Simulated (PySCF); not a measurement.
Br3Ga, SMILES `Br[Ga](Br)Br`.

Method: PBE0/def2-TZVP; geometry: GFN2-xTB; program: PySCF. No frequency check shows the geometry to be a minimum. GFN2-xTB bond lengths at metals and heavier atoms can be off by up to 0.1 Å and shapes distorted, which carries into these values.

Geometry (Å), atoms numbered from 1:

```
Br1      1.5894   -1.6543    0.0000
Ga2     -0.0013    0.0000    0.0000
Br3      0.6385    2.2033    0.0000
Br4     -2.2268   -0.5490    0.0000
```

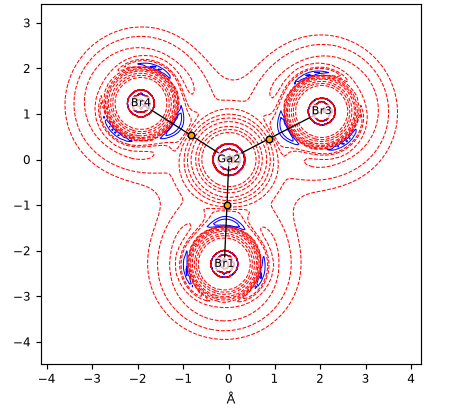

Negative Laplacian of the density (−∇²ρ) in the molecular plane (solid blue lines positive, dashed red lines negative, contours at ±0.02 to ±8 a.u.), with bond paths and bond critical points (dots).

Q: Sort the bonds in the plane by the sign of ∇²ρ at their critical points.

A: At none is it concentrated. Depleted (∇²ρ > 0): Ga2–Br4, Ga2–Br3 and Br1–Ga2 (+0.15 a.u., H = −0.030).

Q: Where along Ga2–Br4 does the critical point lie?

A: 0.99 Å from Ga2 and 1.30 Å from Br4.
